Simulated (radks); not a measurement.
**The Coulomb parameter U of the 4d shell of Ru³⁺**

Aim: U as the second difference [E(n + 1) + E(n − 1) − 2E(n)]/1², with all orbitals relaxed. Bare: the atom's charge changes with n. Screened: the 5p shell takes up the change. The start is a model configuration, not necessarily the ground state.

Program: radks (a radial shooting solver on a logarithmic mesh, Libxc functionals) version 1. Level of theory: scalar-relativistic Kohn-Sham, PBE, spin-unpolarised, spherical densities, finite nucleus. These are calculated values, not measurements, unless marked.

**1. The atom as given**

- element: ruthenium (Z = 44)
- charge: +3
- electrons: 41
- configuration: [Kr] 4d4 5p1
- nuclear rms radius: 4.4809 fm

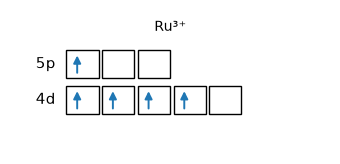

Occupation of the outer shells (arrows by Hund's rule).

In the logs a row gives level, spin channel, occupation and eigenvalue; Etot, Ekin, Encl (electron-nucleus), Eh (Hartree) and Exc are energies, all in hartree; err is the last residual, it the number of iterations.

**2. Start: [Kr] 4d4 5p1**

Input:

```text
Z 44
configuration [Kr] 4d4 5p1
relativity scalar-relativistic
functional pbe,pbe
spin unpolarised
nucleus finite rms 4.4809 fm
c 137.035999084
```

Run with:

```bash
$ python run_ks.py task.json out
```

The same process makes all the runs of this session.

Output:

```text
1s      1   2.0000        -807.71110700
2s      1   2.0000        -117.48062705
2p      1   6.0000        -105.38100356
3s      1   2.0000         -21.96755348
3p      1   6.0000         -17.99109961
3d      1  10.0000         -11.59530154
4s      1   2.0000          -4.30216640
4p      1   6.0000          -3.17661774
4d      1   4.0000          -1.55007890
5p      1   1.0000          -0.88658022
Etot -4528.003905470765
Ekin 4682.440740015865
Encl -10861.302685322178
Eh 1782.8206289585075
Exc -131.96258912296025
err 3.034732069076838e-09
it 15
```

Wall time 0.1 s (1 thread of Arm Neoverse V2, shared host); peak memory 0.24 GiB.

Highest occupied level: 5p at -24.125 eV.

From the orbitals of this run (lengths in bohr):

| level | occupation | energy (eV) | <r> | outermost maximum (interpolated) | 90 % within | nodes |
| --- | --- | --- | --- | --- | --- | --- |
| 2p | 6 | -2867.6 | 0.1270 | 0.0982 | 0.207 | 0 |
| 3s | 2 | -597.77 | 0.4026 | 0.362 | 0.594 | 2 |
| 3p | 6 | -489.56 | 0.4029 | 0.355 | 0.608 | 1 |
| 3d | 10 | -315.52 | 0.3839 | 0.301 | 0.611 | 0 |
| 4s | 2 | -117.07 | 1.004 | 0.910 | 1.45 | 3 |
| 4p | 6 | -86.440 | 1.097 | 0.974 | 1.61 | 2 |
| 4d | 4 | -42.180 | 1.390 | 1.15 | 2.13 | 1 |
| 5p | 1 | -24.125 | 2.845 | 2.59 | 4.08 | 3 |

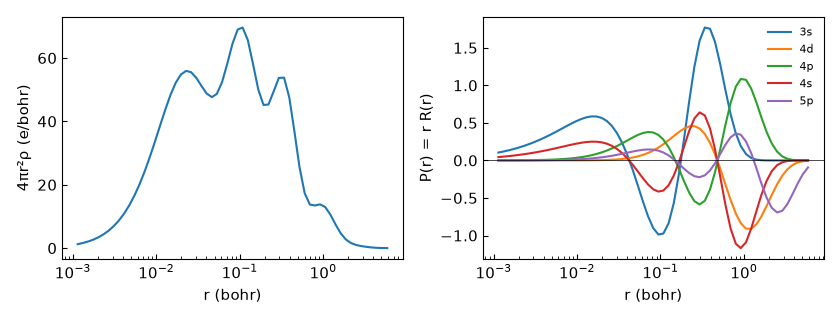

Radial density (left) and radial functions of outer levels (right).

**3. Bare +1: [Kr] 4d5 5p1**

Changes since step 2:

```diff
@@ -1,3 +1,3 @@
 Z 44
-configuration [Kr] 4d4 5p1
+configuration [Kr] 4d5 5p1
 relativity scalar-relativistic
```

Output:

```text
1s      1   2.0000        -807.12993442
2s      1   2.0000        -116.89030737
2p      1   6.0000        -104.79118346
3s      1   2.0000         -21.38623001
3p      1   6.0000         -17.40980372
3d      1  10.0000         -11.01265709
4s      1   2.0000          -3.75372379
4p      1   6.0000          -2.63929676
4d      1   5.0000          -1.05295237
5p      1   1.0000          -0.56261991
Etot -4529.301166025254
Ekin 4683.682876385222
Encl -10886.708735906343
Eh 1806.2273735268066
Exc -132.50268003094004
err 3.728512132932617e-09
it 15
```

Run time: 0.1 s. Hardware: 1 thread of Arm Neoverse V2, shared host; peak memory 0.24 GiB.

E − E(step 2, start: [Kr] 4d4 5p1) = -35.300 eV. 5p is the highest filled level (-15.310 eV).

**4. Bare -1: [Kr] 4d3 5p1**

Changes since step 3:

```diff
@@ -1,3 +1,3 @@
 Z 44
-configuration [Kr] 4d5 5p1
+configuration [Kr] 4d3 5p1
 relativity scalar-relativistic
```

Output:

```text
1s      1   2.0000        -808.35920631
2s      1   2.0000        -118.13931650
2p      1   6.0000        -106.03924067
3s      1   2.0000         -22.61245593
3p      1   6.0000         -18.63595428
3d      1  10.0000         -12.24201608
4s      1   2.0000          -4.89995989
4p      1   6.0000          -3.76113888
4d      1   3.0000          -2.09306409
5p      1   1.0000          -1.24682025
Etot -4526.186029038029
Ekin 4680.684549877021
Encl -10832.994638469065
Eh 1757.4803811242982
Exc -131.35632157028357
err 3.0504077898467233e-09
it 15
```

It took 0.1 s on 1 thread of Arm Neoverse V2, shared host; peak memory 0.24 GiB.

E − E(step 2, start: [Kr] 4d4 5p1) = +49.467 eV. Highest occupied level: 5p at -33.928 eV.

**5. Screened +1: [Kr] 4d5**

Changes since step 4:

```diff
@@ -1,3 +1,3 @@
 Z 44
-configuration [Kr] 4d3 5p1
+configuration [Kr] 4d5
 relativity scalar-relativistic
```

Output:

```text
1s      1   2.0000        -807.46737062
2s      1   2.0000        -117.22331839
2p      1   6.0000        -105.12463763
3s      1   2.0000         -21.71804174
3p      1   6.0000         -17.74161371
3d      1  10.0000         -11.34432270
4s      1   2.0000          -4.08184877
4p      1   6.0000          -2.96657150
4d      1   5.0000          -1.37266769
Etot -4528.6159445392095
Ekin 4683.003912670816
Encl -10871.827129081033
Eh 1792.518741853116
Exc -132.31146998210806
err 1.93668317091831e-09
it 15
```

Run time: 0.09 s. Hardware: 1 thread of Arm Neoverse V2, shared host; peak memory 0.24 GiB.

E − E(step 2, start: [Kr] 4d4 5p1) = -16.654 eV. The top filled level is 4d, -37.352 eV.

**6. Screened -1: [Kr] 4d3 5p2**

Changes since step 5:

```diff
@@ -1,3 +1,3 @@
 Z 44
-configuration [Kr] 4d5
+configuration [Kr] 4d3 5p2
 relativity scalar-relativistic
```

Output:

```text
1s      1   2.0000        -807.96551307
2s      1   2.0000        -117.75077111
2p      1   6.0000        -105.65010529
3s      1   2.0000         -22.22735357
3p      1   6.0000         -18.25086175
3d      1  10.0000         -11.85690530
4s      1   2.0000          -4.52494076
4p      1   6.0000          -3.38801056
4d      1   3.0000          -1.72855147
5p      1   2.0000          -0.95965233
Etot -4527.288071517851
Ekin 4681.77205275246
Encl -10850.34512056423
Eh 1772.906858082653
Exc -131.6218617887334
err 2.6210154534038796e-09
it 15
```

Wall time 0.1 s (1 thread of Arm Neoverse V2, shared host); peak memory 0.24 GiB.

Energy against step 2 (start: [Kr] 4d4 5p1): +19.479 eV. 5p is the highest filled level (-26.113 eV).

**7. What came out**

| quantity | value (eV) |
| --- | --- |
| U, bare | 14.167 |
| U, screened by 5p | 2.824 |
| F0(4d,4d), frozen orbitals | 17.694 |

In words: Relaxing the orbitals brings U down to 80 % of the Slater integral F0. Letting 5p compensate leaves 20 % of the bare value; this second difference measures U(4d,4d) + U(5p,5p) − 2U(4d,5p). A solid screens further than the bare atom, so the bare value is an upper guide for the U of a crystal.
